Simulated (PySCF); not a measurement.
Molecule: H5BO2SeSi, SMILES OB([SiH2][SeH])O, singlet. Atoms near the plane z = 0.0 Å, at the PBE0/def2-SVP optimised geometry (x, y, z in Å): O1 (1.4, -1.5, -1.0), B2 (0.6, -0.9, 0.0), O3 (1.2, -0.3, 1.0), Si4 (-1.4, -0.9, 0.0), Se5 (-2.2, 1.3, 0.0), H7 (2.2, -0.3, 1.0), H10 (-1.2, 1.7, 1.0).

Method: PBE0/def2-TZVP (PySCF). Cells within 0.4 Å of a nucleus heavier than hydrogen are left out (blank, or x). The values are rescaled to run from 0 to 1.

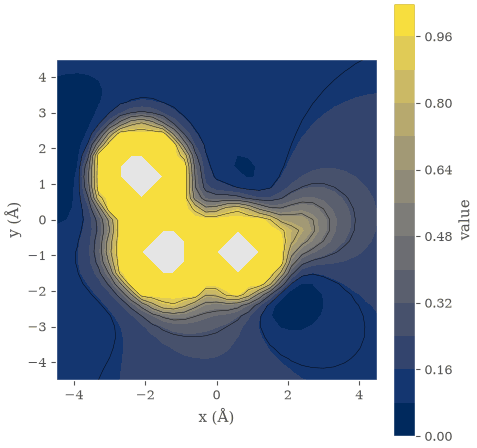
Figure. a field on the plane z = 0.0 Å.

Question: Which quantity is mapped?
A) deformation density (molecule minus spherical neutral atoms)
B) electron localisation function
C) log10 of the electron density
D) electrostatic potential

Answer: D, electrostatic potential. In full: electrostatic potential (hartree/e), clipped to [-0.08, 0.12].
